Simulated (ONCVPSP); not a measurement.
# Au: pseudopotential generation

System: gold (Au, Z = 79), core [Kr] 4d10 4f14, reference valence 5s2 5p6 5d10 (an ion of charge +1), valence charge 19.
Method: ONCV potential, LDA (Perdew-Zunger), scalar-relativistic, made with ONCVPSP 4.0.1.

## Key numbers

- outcome: generated
- cutoffs needed: 20 Ha and 24 Ha (the cutoffs at which the residual kinetic energy of the hardest occupied pseudo-wave falls to 1 and 0.1 mHa per electron)
- ghost test: no bound ghost flagged; GHOST(+) flagged for s at 101.3 eV
- largest excitation error: -8.7 meV (all-electron minus pseudo) for 5s2 5p6 5d8, out of 4 test configurations
- range over which the phases arctan(r R′/R) at the test radius agree within 0.05 rad (a looser test near the poles than one of phase shifts): s: up to about 3.5 Ha; p: over the whole range computed; d: over the whole range computed; f: not judged, local potential alone
- hardware: 1 CPU thread, shared host
- wall time: 5.4 s

## Notes

Warnings of the program, in the generation or the tests: wellstate: moderately localized bound state found for n= 6 l= 0; wellstate: negative energy specified for n= 6 l= 1; wellstate: negative energy specified for n= 6 l= 2.

## The input
```
# ATOM AND REFERENCE CONFIGURATION
# atsym  z   nc   nv     iexc    psfile
  Au 79.00   10    3        3      upf
#
#   n    l    f
    1    0    2.00
    2    0    2.00
    2    1    6.00
    3    0    2.00
    3    1    6.00
    3    2   10.00
    4    0    2.00
    4    1    6.00
    4    2   10.00
    4    3   14.00
    5    0    2.00
    5    1    6.00
    5    2   10.00
#
# PSEUDOPOTENTIAL AND OPTIMIZATION
# lmax
    2
#
#   l,   rc,      ep,       ncon, nbas, qcut
    0    1.60    0.00    4    8    7.10
    1    1.65    0.00    4    9    7.60
    2    1.35    0.00    3    6    8.40
#
# LOCAL POTENTIAL
# lloc, lpopt,  rc(5),   dvloc0
    4    5    1.05    1.00
#
# VANDERBILT-KLEINMAN-BYLANDER PROJECTORs
# l, nproj, debl
    0    2    0.80
    1    3    1.70
    2    2    0.50
#
# MODEL CORE CHARGE
# icmod, fcfact, rcfact
    0    0.00    0.00
#
# LOG DERIVATIVE ANALYSIS
# epsh1, epsh2, depsh
   -6.00    5.00    0.04
#
# OUTPUT GRID
# rlmax, drl
    6.00    0.01
#
# TEST CONFIGURATIONS
# ncnf
    4
# nvcnf
#   n    l    f
    4
    5    0    2.00
    5    1    6.00
    5    2   10.00
    6    0    1.00
#
    3
    5    0    2.00
    5    1    6.00
    5    2    9.00
#
    3
    5    0    2.00
    5    1    6.00
    5    2    8.00
#
    4
    5    0    2.00
    5    1    6.00
    5    2    9.00
    6    0    2.00
#
```

Command:
```bash
oncvpsp.x < Au.dat > Au.out
```

## Log (extracts)
```
ONCVPSP  (Optimized Norm-Conservinng Vanderbilt PSeudopotential)
scalar-relativistic version 4.0.1

#   n    l    f        energy (Ha)
    1    0    2.00    -2.9668553E+03
    2    0    2.00    -5.2377072E+02
    2    1    6.00    -4.5296881E+02
    3    0    2.00    -1.2385043E+02
    3    1    6.00    -1.0331993E+02
    3    2   10.00    -8.1366661E+01
    4    0    2.00    -2.7103139E+01
    4    1    6.00    -2.0369892E+01
    4    2   10.00    -1.2289097E+01
    4    3   14.00    -3.3118721E+00
    5    0    2.00    -4.3124875E+00
    5    1    6.00    -2.5236812E+00
    5    2   10.00    -5.7402831E-01

Reference configufation results
  iterations    27
  all-electron total energy (Ha)   -1.90010125D+04

Begin loop to  construct optimized pseudo wave functions
and semi-local pseudopoentials for all angular momenta

WARNING wellstate: moderately localized bound state found for n= 6 l=  0
WARNING scattering state with energy  0.05000000
WARNING will be used for the first projector

   Wellstate for l =  0  n =  7
     eigenvalue =   0.0500
     asymptotic potential =   0.5500
     half-point radius =  6.9304

Calculating optimized projector #   1

 for l=   0

    Fraction of norm inside rc  0.973290
    Optimizing pswf for qcut=   7.10 a_B^-1,  ecut=  25.23 Ha
    Residual kinetic energy error=  2.88D-05 Ha

    Energy error per electron        Cutoff
         Ha          eV             Ha
         0.01000     0.27211       14.12
         0.00100     0.02721       19.35
         0.00010     0.00272       23.08
         0.00001     0.00027       48.09

Calculating optimized projector #   2

 for l=   0

    Fraction of norm inside rc  0.041789
    Optimizing pswf for qcut=   7.10 a_B^-1,  ecut=  25.23 Ha
    Residual kinetic energy error=  3.05D-05 Ha

    Energy error per electron        Cutoff
         Ha          eV             Ha
         0.01000     0.27211        5.90
         0.00100     0.02721       17.80
         0.00010     0.00272       22.78
         0.00001     0.00027       39.18

WARNING wellstate: negative energy specified for n= 6 l=  1
WARNING scattering state with energy  0.25000000
WARNING will be used for the first projector

   Wellstate for l =  1  n =  7
     eigenvalue =   0.2500
     asymptotic potential =   0.7500
     half-point radius =  6.6034

   Wellstate for l =  1  n =  7
     eigenvalue =   1.9500
     asymptotic potential =   2.4500
     half-point radius =  2.9472

Calculating optimized projector #   1

 for l=   1

    Fraction of norm inside rc  0.928284
    Optimizing pswf for qcut=   7.60 a_B^-1,  ecut=  28.92 Ha
    Residual kinetic energy error=  3.56D-06 Ha

    Energy error per electron        Cutoff
         Ha          eV             Ha
         0.01000     0.27211       12.08
         0.00100     0.02721       14.95
         0.00010     0.00272       17.45
         0.00001     0.00027       26.00

Calculating optimized projector #   2

 for l=   1

    Fraction of norm inside rc  0.033822
    Optimizing pswf for qcut=   7.60 a_B^-1,  ecut=  28.92 Ha
    Residual kinetic energy error=  4.45D-06 Ha

    Energy error per electron        Cutoff
         Ha          eV             Ha
         0.01000     0.27211        8.92
         0.00100     0.02721       12.26
         0.00010     0.00272       16.09
         0.00001     0.00027       26.67

Calculating optimized projector #   3

 for l=   1

    Fraction of norm inside rc  0.100765
    Optimizing pswf for qcut=   7.60 a_B^-1,  ecut=  28.92 Ha
    Residual kinetic energy error=  4.20D-05 Ha

    Energy error per electron        Cutoff
         Ha          eV             Ha
         0.01000     0.27211       10.89
         0.00100     0.02721       14.54
         0.00010     0.00272       26.60
         0.00001     0.00027       41.04

WARNING wellstate: negative energy specified for n= 6 l=  2
WARNING scattering state with energy  0.25000000
WARNING will be used for the first projector

   Wellstate for l =  2  n =  6
     eigenvalue =   0.2500
     asymptotic potential =   0.7500
     half-point radius =  4.7996

Calculating optimized projector #   1

 for l=   2

    Fraction of norm inside rc  0.430076
    Optimizing pswf for qcut=   8.40 a_B^-1,  ecut=  35.28 Ha
    Residual kinetic energy error=  8.02D-06 Ha

    Energy error per electron        Cutoff
         Ha          eV             Ha
         0.01000     0.27211       15.90
         0.00100     0.02721       20.27
         0.00010     0.00272       23.79
         0.00001     0.00027       33.00

Calculating optimized projector #   2

 for l=   2

    Fraction of norm inside rc  0.078459
    Optimizing pswf for qcut=   8.40 a_B^-1,  ecut=  35.28 Ha
    Residual kinetic energy error=  1.99D-06 Ha

    Energy error per electron        Cutoff
         Ha          eV             Ha
         0.01000     0.27211       13.24
         0.00100     0.02721       18.20
         0.00010     0.00272       22.24
         0.00001     0.00027       25.86

Construct Vanderbilt / Kleinmman-Bylander projectors

B matrix Hermiticity error, ll=   0
   1   2   -5.3267E-04

  Orthonormal projector coefficients  1.5603E+01  2.6574E+00

B matrix Hermiticity error, ll=   1
   1   2   -3.0218E-04
   1   3   -7.5198E-04
   2   3   -7.9641E-05

  Orthonormal projector coefficients  1.4455E+01  3.9496E+00  7.4341E-01

B matrix Hermiticity error, ll=   2
   1   2    8.8117E-05

  Orthonormal projector coefficients  6.8976E+00  8.4482E-01

Pseudoatom total energy -137.010239

Diagnostic tests using Vanderbilt-Kleinman-Bylander pseudopotentials
  1 or more projectors used as specified by nproj input data

   l    rcore       rmatch      e in        delta e   norm test  slope test

   0   1.6037727   1.6524667  -4.3124875   0.0000047   1.0002798   1.0002563
   0   1.6037727   1.6524667   0.0500000   0.0000269   1.0003159   1.0003159

   1   1.6524667   1.7026392  -2.5236812   0.0000013   1.0002290   1.0002311
   1   1.6524667   1.7026392   0.2500000   0.0000322   1.0003743   1.0003743
   1   1.6524667   1.7026392   1.9500000   0.0000760   1.0003588   1.0003588

   2   1.3564361   1.3976205  -0.5740283   0.0000220   1.0001198   1.0002090
   2   1.3564361   1.3976205   0.2500000   0.0000527   1.0003102   1.0003102

 Testing for bound ghosts
   n   l    E NL Schr. Eq   E Basis Diag.   E Cutoff

   1   0       -4.312483       -4.312482    103.13

   2   1       -2.523680       -2.523679    183.79

   3   2       -0.574006       -0.563867     99.62

 Testing for highly-localized positive-energy ghosts
       l    <radius>/rc     E Basis Diag.   E Cutoff

       0        0.499392        3.724212    103.13  WARNING - GHOST(+)

Test configuration 0

   n   l     f        eae           eps        diff
   1   0  2.0000-2966.85533361
   2   0  2.0000 -523.77071946
   2   1  6.0000 -452.96881001
   3   0  2.0000 -123.85042650
   3   1  6.0000 -103.31993427
   3   2 10.0000  -81.36666109
   4   0  2.0000  -27.10313933
   4   1  6.0000  -20.36989216
   4   2 10.0000  -12.28909690
   4   3 14.0000   -3.31187214
   5   0  2.0000   -4.31248746   -4.31248275    4.72D-06
   5   1  6.0000   -2.52368121   -2.52367994    1.27D-06
   5   2 10.0000   -0.57402831   -0.57400636    2.20D-05

    Total energies and differences
      AE_ref= -1.90010125D+04  AE_tst= -1.90010125D+04  dif=  0.00D+00
      PS_ref= -1.37010239D+02  PS_tst= -1.37010239D+02  dif=  0.00D+00
      PSP excitation error=  0.00D+00

Test configuration 1

   n   l     f        eae           eps        diff
   1   0  2.0000-2966.54040975
   2   0  2.0000 -523.45867087
   2   1  6.0000 -452.65668964
   3   0  2.0000 -123.53758367
   3   1  6.0000 -103.00708855
   3   2 10.0000  -81.05410526
   4   0  2.0000  -26.78981932
   4   1  6.0000  -20.05656294
   4   2 10.0000  -11.97583221
   4   3 14.0000   -2.99849556
   5   0  2.0000   -3.99759300   -3.99626286    1.33D-03
   5   1  6.0000   -2.20721679   -2.20678053    4.36D-04
   5   2 10.0000   -0.26154473   -0.26156781   -2.31D-05
   6   0  1.0000   -0.22381113   -0.22378628    2.49D-05

    Total energies and differences
      AE_ref= -1.90010125D+04  AE_tst= -1.90013717D+04  dif= -3.59D-01
      PS_ref= -1.37010239D+02  PS_tst= -1.37369574D+02  dif= -3.59D-01
      PSP excitation error=  1.31D-04

Test configuration 2

   n   l     f        eae           eps        diff
   1   0  2.0000-2967.34306174
   2   0  2.0000 -524.25979550
   2   1  6.0000 -453.45784256
   3   0  2.0000 -124.33839062
   3   1  6.0000 -103.80789220
   3   2 10.0000  -81.85487544
   4   0  2.0000  -27.59053290
   4   1  6.0000  -20.85724153
   4   2 10.0000  -12.77642350
   4   3 14.0000   -3.79878704
   5   0  2.0000   -4.79434899   -4.79422831    1.21D-04
   5   1  6.0000   -2.99922131   -2.99927385   -5.25D-05
   5   2  9.0000   -1.01526059   -1.01521975    4.08D-05

    Total energies and differences
      AE_ref= -1.90010125D+04  AE_tst= -1.90002223D+04  dif=  7.90D-01
      PS_ref= -1.37010239D+02  PS_tst= -1.36220007D+02  dif=  7.90D-01
      PSP excitation error= -9.30D-05

Test configuration 3

   n   l     f        eae           eps        diff
   1   0  2.0000-2967.89357915
   2   0  2.0000 -524.81209096
   2   1  6.0000 -454.01012401
   3   0  2.0000 -124.88810369
   3   1  6.0000 -104.35759648
   3   2 10.0000  -82.40508686
   4   0  2.0000  -28.13865362
   4   1  6.0000  -21.40521276
   4   2 10.0000  -13.32426670
   4   3 14.0000   -4.34576778
   5   0  2.0000   -5.33170839   -5.33178244   -7.41D-05
   5   1  6.0000   -3.52716425   -3.52745007   -2.86D-04
   5   2  8.0000   -1.50366581   -1.50355738    1.08D-04

    Total energies and differences
      AE_ref= -1.90010125D+04  AE_tst= -1.89989667D+04  dif=  2.05D+00
      PS_ref= -1.37010239D+02  PS_tst= -1.34964160D+02  dif=  2.05D+00
      PSP excitation error= -3.19D-04

Test configuration 4

   n   l     f        eae           eps        diff
   1   0  2.0000-2966.64794232
   2   0  2.0000 -523.57059959
   2   1  6.0000 -452.76848543
   3   0  2.0000 -123.64820351
   3   1  6.0000 -103.11770094
   3   2 10.0000  -81.16518098
   4   0  2.0000  -26.89979066
   4   1  6.0000  -20.16652649
   4   2 10.0000  -12.08589240
   4   3 14.0000   -3.10824786
   5   0  2.0000   -4.10304915   -4.09996933    3.08D-03
   5   1  6.0000   -2.30680771   -2.30587882    9.29D-04
   5   2  9.0000   -0.33655375   -0.33668219   -1.28D-04
   6   0  2.0000   -0.25586762   -0.25576674    1.01D-04

    Total energies and differences
      AE_ref= -1.90010125D+04  AE_tst= -1.90013128D+04  dif= -3.00D-01
      PS_ref= -1.37010239D+02  PS_tst= -1.37310695D+02  dif= -3.00D-01
      PSP excitation error=  1.04D-04
```

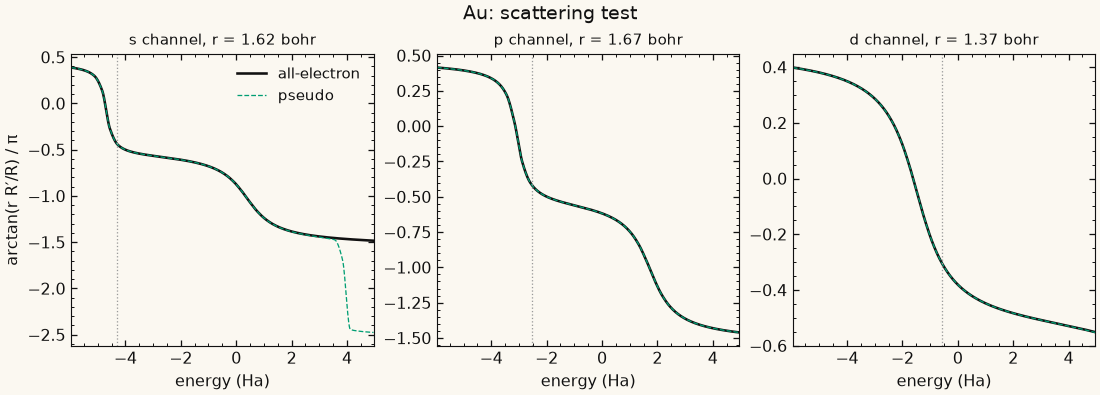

Figure 1. Unwrapped phase arctan(r R′/R) in units of π against energy, all-electron (solid) and pseudo (dashed); the pseudo phase is matched to the all-electron one at the reference energy. Here R(r) is the radial function. A near-vertical step is a level narrower than the spacing of the points behind the curves. The dotted line marks the reference energy of the channel. Not drawn: f: not judged.

- Range over which the phases agree within 0.05 rad: s: up to about 3.5 Ha; p: over the whole range drawn; d: over the whole range drawn.
- Ghost states: Going away from the reference energies, the phases part by more than π/2 in: s at about 4.0 Ha (above its reference energy, pseudo phase lower, at the flagged ghost). Such a step is either a state that only one of the two atoms has or an ordinary level shifted in energy. The separate test gives: no bound ghost flagged; GHOST(+) flagged for s at 101.3 eV.

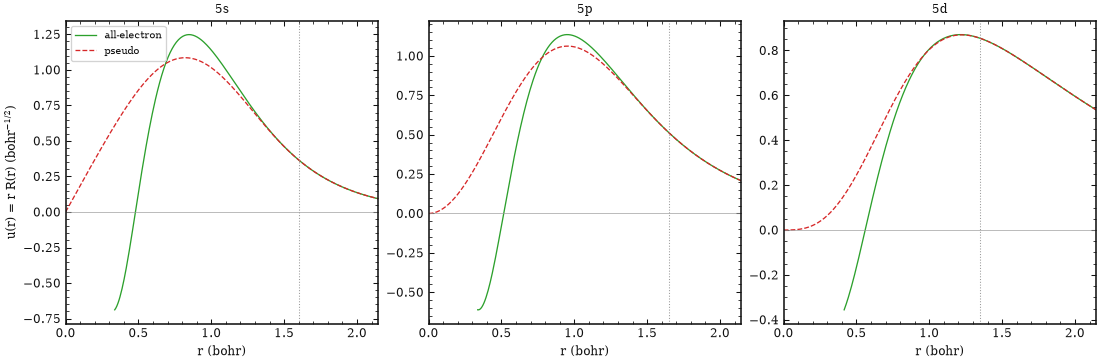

Figure 2. Pseudo-waves (dashed) against the all-electron radial functions (solid). Dotted lines mark the matching radii. The innermost oscillations of some all-electron curves aren't drawn. Pseudo-waves: 5s has no node; 5p has no node; 5d has no node.

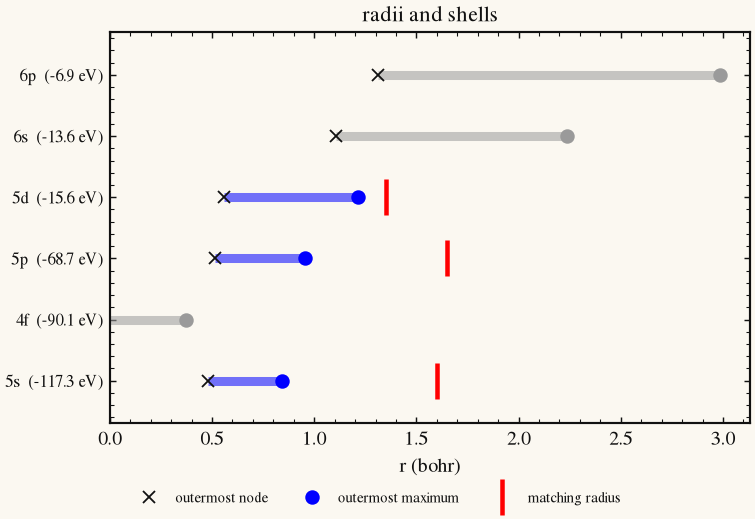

Figure 3. Outer shells of the all-electron reference atom: each bar runs from the outermost node (or the nucleus) to the outermost maximum of u(r); the tick is the radius chosen for the pseudo-wave. Shells without a tick have no pseudo-wave of their own. Levels, nodes and maxima are from ld1.x, scalar-relativistic.

- Radii against the shells: 5s: 1.60 bohr, outside the maximum; 5p: 1.65 bohr, outside the maximum; 5d: 1.35 bohr, outside the maximum.

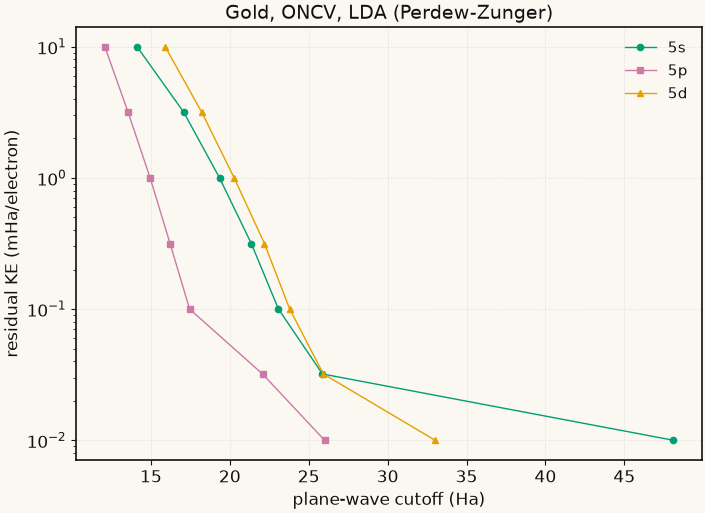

Figure 4. Residual kinetic energy of the pseudo-waves (the first of each channel, and further valence shells) beyond the plane-wave cutoff, as the generator prints it.

- Cutoffs for the occupied states: 20 Ha for 1 mHa and 24 Ha for 0.1 mHa per electron. The first is set by 5d.
- Cutoffs for 1 mHa per electron: 5d: 20 Ha; 5s: 19 Ha; 5p: 15 Ha.

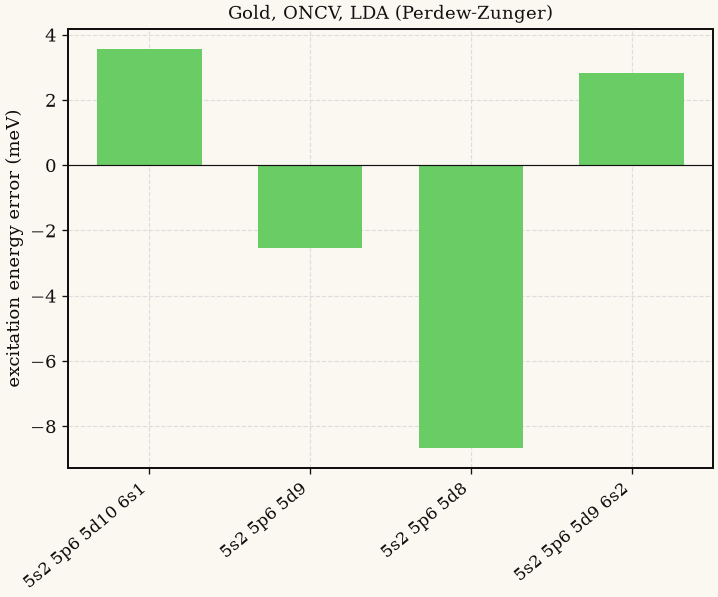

Figure 5. Errors, all-electron minus pseudo, of the energies of valence configurations relative to the unpolarised reference 5s2 5p6 5d10.

- Worst configuration: 5s2 5p6 5d8 (charge +3): the error is -8.7 meV on an all-electron energy of +55.67 eV relative to the reference, or 0.016 %.
- Errors in meV: 5s2 5p6 5d10 6s1: +3.6; 5s2 5p6 5d9: -2.5; 5s2 5p6 5d8: -8.7; 5s2 5p6 5d9 6s2: +2.8.
- Configurations within 10 meV and within 50 meV: 4 and 4 of 4.
